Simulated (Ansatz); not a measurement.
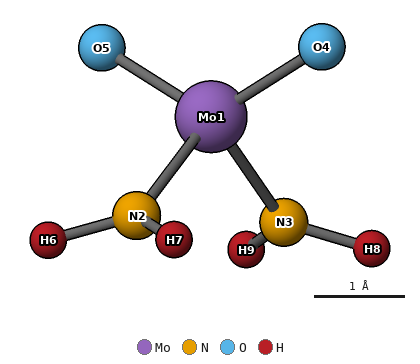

Figure 1. The structure as given in the input (ball-and-stick view, seen at a tilt; atoms are numbered from 1 in the order of the input). Sticks mark near contacts. Bond lengths as drawn: H–N 1.02 Å, Mo–N 1.91 Å and Mo–O 1.64 Å.

## Geometry relaxation of MoN2H4O2

System: MoN2H4O2.
Method: RKS r2SCAN-D4/def2-SVP (Ansatz 0.2.0).

The geometry: GFN2-xTB start. Figures and captions count atoms from 1; the log counts them from 0 in places.

**What the program printed**
```
Functional definition: r2SCAN
  name "r2SCAN"
  cite "Furness, Kaplan, Ning, Perdew & Sun, J. Phys. Chem. Lett. 11, 8208 (2020) doi:10.1021/acs.jpclett.0c02405"
  cite "Furness, Kaplan, Ning, Perdew & Sun, J. Phys. Chem. Lett. 11, 9248 (2020) doi:10.1021/acs.jpclett.0c03077"
  parent r2scan
  parameter k0 = 0.174
  parameter k1 = 0.065
  parameter a1 = 4.9479
  exchange = r2scan_x(k0 = k0, k1 = k1, a1 = a1)
  correlation = r2scan_c
these checks for a lower state are left out or cut short: starts
1165 factors; their error is unknown
mean field evaluation 1: about -8969.2052 eV, gradient 1.1e2 eV
mean field evaluation 2: about -8824.7869 eV, gradient 2.8e2 eV
mean field evaluation 4: about -8989.8604 eV, gradient 2.2e1 eV
mean field evaluation 8: about -8990.8070 eV, gradient 6.6e-1 eV
mean field evaluation 16: about -8990.7634 eV, gradient 4.0e-4 eV
mean field -8990.76338346 eV, -330.4044601838 hartree, gradient 2.0e-6 eV, S^2 0.000000; 0 other end points of the search recorded, 0 dependent functions left out
the calculation of the forces begins
reference -8990.76341025 eV, -330.4044611684 hartree; 24, 24 occupied and 83, 83 virtual orbitals, 1165 factors
relax step   1: F+E_penalty+E_count = -8990.81657138 eV  Δ(F+E_penalty+E_count) = +0.000e0 eV  max|allowed force component| = 4.339e0 eV/Å  Δτ_max = 0.0000 Å  (31 SCF iters, accepted)
these checks for a lower state are left out or cut short: starts, cluster_reference, orbital_swaps, neighbouring_geometries, increment
1165 factors; their error is unknown
mean field -8991.13943115 eV, -330.4182796815 hartree, gradient 1.1e-5 eV, S^2 0.000000; 0 other end points of the search recorded, 0 dependent functions left out
the calculation of the forces begins
reference -8991.13945820 eV, -330.4182806758 hartree; 24, 24 occupied and 83, 83 virtual orbitals, 1165 factors
relax step   2: F+E_penalty+E_count = -8991.19152336 eV  Δ(F+E_penalty+E_count) = -3.750e-1 eV  max|allowed force component| = 3.849e-1 eV/Å  Δτ_max = 0.0810 Å  (40 SCF iters, accepted)
these checks for a lower state are left out or cut short: starts, cluster_reference, orbital_swaps, neighbouring_geometries, increment
1165 factors; their error is unknown
mean field evaluation 32: about -8991.1541 eV, gradient 2.0e-4 eV
mean field -8991.15412584 eV, -330.4188197015 hartree, gradient 1.1e-5 eV, S^2 0.000000; 0 other end points of the search recorded, 0 dependent functions left out
the calculation of the forces begins
reference -8991.15415306 eV, -330.4188207017 hartree; 24, 24 occupied and 83, 83 virtual orbitals, 1165 factors
relax step   3: F+E_penalty+E_count = -8991.20625367 eV  Δ(F+E_penalty+E_count) = -1.473e-2 eV  max|allowed force component| = 1.636e-1 eV/Å  Δτ_max = 0.0455 Å  (32 SCF iters, accepted)
these checks for a lower state are left out or cut short: starts, cluster_reference, orbital_swaps, neighbouring_geometries, increment
1165 factors; their error is unknown
mean field -8991.15553771 eV, -330.4188715868 hartree, gradient 1.1e-5 eV, S^2 0.000000; 0 other end points of the search recorded, 0 dependent functions left out
the calculation of the forces begins
reference -8991.15556494 eV, -330.4188725875 hartree; 24, 24 occupied and 83, 83 virtual orbitals, 1165 factors
relax step   4: F+E_penalty+E_count = -8991.20768826 eV  Δ(F+E_penalty+E_count) = -1.435e-3 eV  max|allowed force component| = 7.125e-2 eV/Å  Δτ_max = 0.0063 Å  (34 SCF iters, accepted)
these checks for a lower state are left out or cut short: starts, cluster_reference, orbital_swaps, neighbouring_geometries, increment
1165 factors; their error is unknown
mean field -8991.15573556 eV, -330.4188788575 hartree, gradient 1.1e-5 eV, S^2 0.000000; 0 other end points of the search recorded, 0 dependent functions left out
the calculation of the forces begins
reference -8991.15576279 eV, -330.4188798582 hartree; 24, 24 occupied and 83, 83 virtual orbitals, 1165 factors
relax step   5: F+E_penalty+E_count = -8991.20788810 eV  Δ(F+E_penalty+E_count) = -1.998e-4 eV  max|allowed force component| = 5.252e-3 eV/Å  Δτ_max = 0.0028 Å  (35 SCF iters, accepted)
```

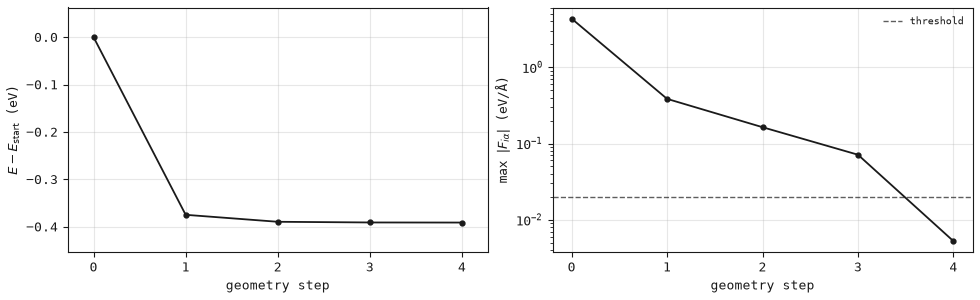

Figure 2. Progress of the relaxation, step by step (the first geometry is step 0 here and step 1 in the log).

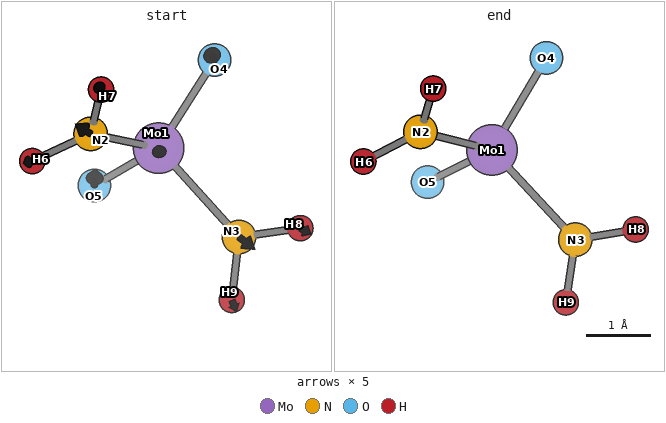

Figure 3. Before (left) and after (right) the relaxation, at one scale (ball-and-stick view, seen at a tilt). The black arrows give the displacements, magnified 5 times. The atom that moves furthest after the best rigid fit is O4 (0.087 Å). Largest moves by element: O 0.087 Å, N 0.069 Å, Mo 0.056 Å, H 0.043 Å. Among the contacts that change: Mo1–O4 1.639 → 1.696 Å, Mo1–N2 1.909 → 1.937 Å. Among the angles that change: O4–Mo1–O5 123.8° → 114.9°, N2–Mo1–N3 106.9° → 111.5°, H8–N3–H9 108.0° → 111.2°. Over 4 geometry steps the energy falls by 0.391 eV. Largest force component: 4.3 eV/Å at the start, 0.0053 eV/Å at the end. (Atoms are counted from 1 in the order of the input.)

```
these checks for a lower state are left out or cut short: starts
1165 factors; their error is unknown
mean field -8991.15573556 eV, -330.4188788575 hartree, gradient 1.9e-5 eV, S^2 0.000000; 0 other end points of the search recorded, 0 dependent functions left out
the calculation of the forces begins
reference -8991.15576279 eV, -330.4188798582 hartree; 24, 24 occupied and 83, 83 virtual orbitals, 1165 factors
Total energy: -8991.20791533 eV, -330.4207964287 hartree
Atom 0 at     0.540308     0.000749     0.372484 Å, force    -0.001382    -0.000061    -0.001561 eV/Å
Atom 1 at    -0.356902     1.601404    -0.249358 Å, force    -0.002398     0.005251    -0.000785 eV/Å
Atom 2 at    -0.356890    -1.602389    -0.242954 Å, force    -0.002081    -0.005196    -0.001153 eV/Å
Atom 3 at     0.479537     0.004052     2.067507 Å, force    -0.002152     0.000076     0.003560 eV/Å
Atom 4 at     2.103056    -0.000486    -0.286786 Å, force     0.002363    -0.000055    -0.003238 eV/Å
Atom 5 at    -0.125569     2.091915    -1.110692 Å, force     0.001872    -0.002348     0.000263 eV/Å
Atom 6 at    -1.079035     2.094191     0.271909 Å, force     0.001041    -0.002113     0.001226 eV/Å
Atom 7 at    -1.078751    -2.093334     0.280414 Å, force     0.000936     0.002134     0.001297 eV/Å
Atom 8 at    -0.125755    -2.096103    -1.102514 Å, force     0.001801     0.002311     0.000391 eV/Å
Dipole moment:    -0.739743    -0.001020    -0.510017 e Å
Checks for a lower state left out: starts
```

**Trajectory as extended XYZ (Å, eV, eV/Å), 5 frames, from step=1 to step=5**
```
9
Properties=species:S:1:pos:R:3:forces:R:3 step=1 energy=-8990.81657
Mo    0.5869    0.0009    0.4038   -4.0455  -0.0065  -2.7645
N    -0.3489    1.5330   -0.2449   -0.3732   1.1970  -0.2535
N    -0.3489   -1.5341   -0.2379   -0.3748  -1.1959  -0.2487
O     0.4002    0.0038    2.0318    0.3569   0.0088   4.3394
O     2.0431   -0.0010   -0.3468    4.2091  -0.0024  -1.2170
H    -0.1149    2.0624   -1.0848    0.0982  -0.2023  -0.0215
H    -1.0513    2.0608    0.2733    0.0147  -0.1995   0.0953
H    -1.0501   -2.0612    0.2828    0.0171   0.2017   0.0933
H    -0.1161   -2.0646   -1.0773    0.0975   0.1991  -0.0228
9
Properties=species:S:1:pos:R:3:forces:R:3 step=2 energy=-8991.19152
Mo    0.5389    0.0007    0.3710   -0.3849   0.0011  -0.2580
N    -0.3446    1.6138   -0.2417   -0.0927   0.1117  -0.0588
N    -0.3447   -1.6149   -0.2347   -0.0926  -0.1115  -0.0594
O     0.4317    0.0040    2.0645    0.2370   0.0002   0.0560
O     2.0841   -0.0005   -0.3299    0.1448   0.0001   0.1975
H    -0.1185    2.1205   -1.0966    0.0711  -0.1142  -0.0026
H    -1.0640    2.1197    0.2734    0.0231  -0.1115   0.0648
H    -1.0631   -2.1198    0.2828    0.0236   0.1122   0.0642
H    -0.1197   -2.1235   -1.0888    0.0706   0.1119  -0.0037
9
Properties=species:S:1:pos:R:3:forces:R:3 step=3 energy=-8991.20625
Mo    0.5440    0.0007    0.3748    0.1400   0.0001   0.0977
N    -0.3499    1.6020   -0.2449   -0.0755   0.0996  -0.0497
N    -0.3499   -1.6030   -0.2383   -0.0750  -0.0988  -0.0495
O     0.4764    0.0040    2.0729    0.0288  -0.0002  -0.1636
O     2.1074   -0.0005   -0.2913   -0.1398   0.0001   0.0838
H    -0.1319    2.0915   -1.1114    0.0346  -0.0479   0.0155
H    -1.0821    2.0922    0.2663    0.0262  -0.0459   0.0257
H    -1.0816   -2.0918    0.2752    0.0263   0.0462   0.0254
H    -0.1325   -2.0951   -1.1034    0.0344   0.0467   0.0147
9
Properties=species:S:1:pos:R:3:forces:R:3 step=4 energy=-8991.20769
Mo    0.5414    0.0007    0.3731    0.0713   0.0000   0.0490
N    -0.3550    1.6007   -0.2482   -0.0344   0.0555  -0.0219
N    -0.3550   -1.6017   -0.2417   -0.0337  -0.0551  -0.0223
O     0.4801    0.0041    2.0692   -0.0020  -0.0001  -0.0514
O     2.1050   -0.0005   -0.2866   -0.0482   0.0000   0.0159
H    -0.1279    2.0913   -1.1111    0.0118  -0.0193   0.0080
H    -1.0803    2.0929    0.2699    0.0119  -0.0186   0.0072
H    -1.0799   -2.0923    0.2786    0.0117   0.0186   0.0073
H    -0.1283   -2.0953   -1.1030    0.0116   0.0190   0.0081
9
Properties=species:S:1:pos:R:3:forces:R:3 step=5 energy=-8991.20789
Mo    0.5403    0.0007    0.3725   -0.0014  -0.0001  -0.0016
N    -0.3569    1.6014   -0.2494   -0.0024   0.0053  -0.0008
N    -0.3569   -1.6024   -0.2430   -0.0021  -0.0052  -0.0012
O     0.4795    0.0041    2.0675   -0.0022   0.0001   0.0036
O     2.1031   -0.0005   -0.2868    0.0024  -0.0001  -0.0032
H    -0.1256    2.0919   -1.1107    0.0019  -0.0023   0.0003
H    -1.0790    2.0942    0.2719    0.0010  -0.0021   0.0012
H    -1.0788   -2.0933    0.2804    0.0009   0.0021   0.0013
H    -0.1258   -2.0961   -1.1025    0.0018   0.0023   0.0004
```

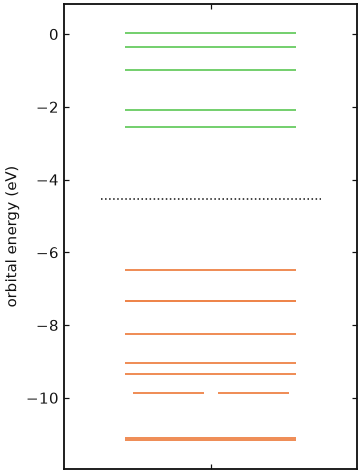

Figure 4. Orbital energies near the frontier; the dotted line parts filled from empty levels, and levels within 0.02 eV of each other stand side by side. Highest filled −6.49 eV, lowest empty −2.55 eV, 3.94 eV apart.

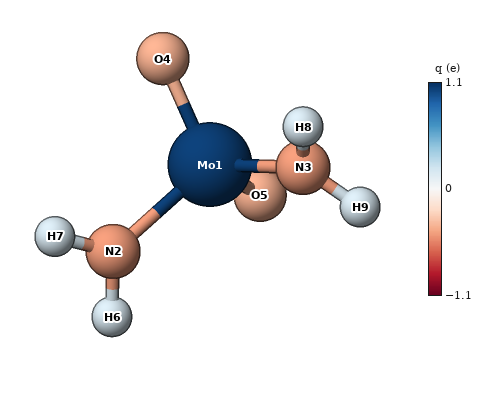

Figure 5. Mulliken charges, as the colour of each atom (ball-and-stick view, seen at a tilt; atoms are numbered from 1 in the order of the input). By element: Mo +1.03, N −0.47, O −0.39 and H +0.17 e.

The run was set up as follows.

**The input**
```yaml
crystal:
  periodic: [false, false, false]
  atoms:
    - {symbol: Mo, position_ang: [0.586890, 0.000920, 0.403790]}
    - {symbol: N, position_ang: [-0.348870, 1.533030, -0.244940]}
    - {symbol: N, position_ang: [-0.348930, -1.534090, -0.237850]}
    - {symbol: O, position_ang: [0.400240, 0.003780, 2.031850]}
    - {symbol: O, position_ang: [2.043120, -0.000990, -0.346800]}
    - {symbol: H, position_ang: [-0.114880, 2.062400, -1.084830]}
    - {symbol: H, position_ang: [-1.051320, 2.060750, 0.273330]}
    - {symbol: H, position_ang: [-1.050130, -2.061240, 0.282780]}
    - {symbol: H, position_ang: [-0.116120, -2.064560, -1.077320]}
basis:
  gaussian: {orbitals: def2-SVP}
hamiltonian: {xc: r2scan, dispersion: d4}
scf: {omitted_lower_state_checks: [starts]}
output: {orbitals: {seedname: orbitals}}
relax: {f_tol: 0.02, max_steps: 100}
```

Command:
```bash
ansatz run in.yaml --threads 2 --pin off --events-out ev --progress --plain --max-ram 4352MiB
```

**Results in brief**

| quantity | value |
| --- | --- |
| outcome | converged |
| total energy | −8991.2079 eV |
| mean-field energy | −8991.1558 eV |
| dispersion energy | −0.0522 eV |
| SCF solution under orbital rotations | stable |
| HOMO | −6.49 eV |
| LUMO | −2.55 eV |
| largest force (length of the vector) at the end | 0.006 eV/Å |
| dipole moment | 4.32 D |
| hardware | 2 threads of Intel Xeon @ 2.50GHz, 163 GiB of memory available, shared host |
| wall time | 23 s (CPU time 43 s) |
| peak memory | 0.21 GiB |
